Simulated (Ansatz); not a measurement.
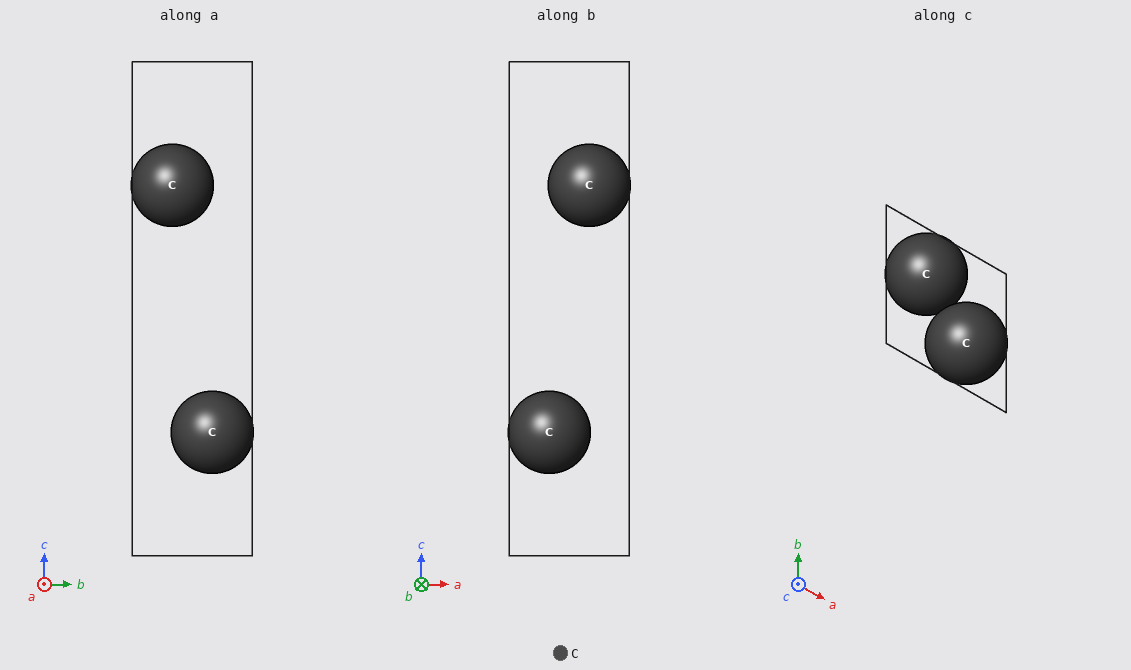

The image is a spheres-only drawing of a crystal, viewed along the a axis, along the b axis and along the c axis. Thin lines show the conventional unit cell, with boundary atoms drawn in all their periodic places.

Lattice parameters: a = 1.625 Å, b = 1.625 Å, c = 5.800 Å, α = 90.00°, β = 90.00°, γ = 120.00°.

Transcribe the picture into a table of Wyckoff sites.

Answer. Space group P6_3/mmc (No. 194).
| atom | site | x | y | z |
| --- | --- | --- | --- | --- |
| C | 2c | 0.3333 | 0.6667 | 0.2500 |

Origin of the cell: a structure type filled with this element by a generator (whether the element takes this form wasn't checked). Earlier steps of the study may have refined or changed the cell and positions. It was run through Ansatz as a DFT input.

At this level of theory the cell isn't at rest (compressed, at 33 GPa), so its distances can differ from those at equilibrium, the more so the softer the solid.
